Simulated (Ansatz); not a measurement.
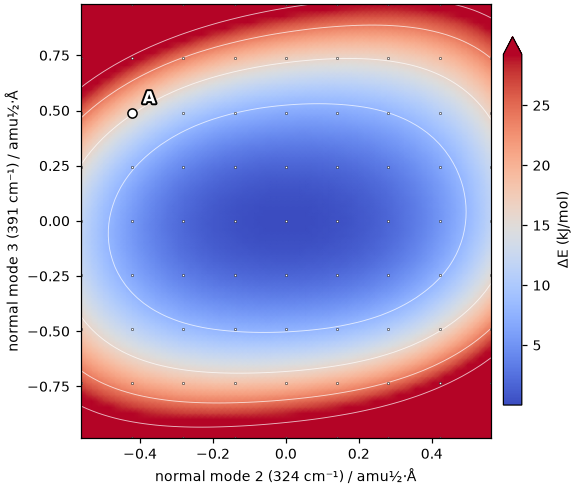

CH₄NS, SMILES N[CH-]S, charge −1. 
- First axis: normal mode 2 (324 cm⁻¹). Second axis: normal mode 3 (391 cm⁻¹).
- Nothing is relaxed (straight displacements along the two mass-weighted modes).
- The grid has 9 × 9 points.
- Energies are in kJ/mol, from the relaxed molecule at the same level.
- Level of theory: RKS B3LYP-D4/def2-TZVPD (Ansatz 0.2.0).

The picture shows a smooth colour map with a few white contour lines, dots at the grid points, one colour for all values above the top of the scale, the point A. Between grid points the surface is interpolated.

**Is A at rest? If not, where is it pushed?**

A, at normal mode 2 (324 cm⁻¹) = −0.422 amu½·Å, normal mode 3 (391 cm⁻¹) = 0.491 amu½·Å, is not a stationary point. The computed force is 50 kJ/mol for each amu½·Å towards larger values of normal mode 2 (324 cm⁻¹) and 45 kJ/mol for each amu½·Å towards smaller values of normal mode 3 (391 cm⁻¹).
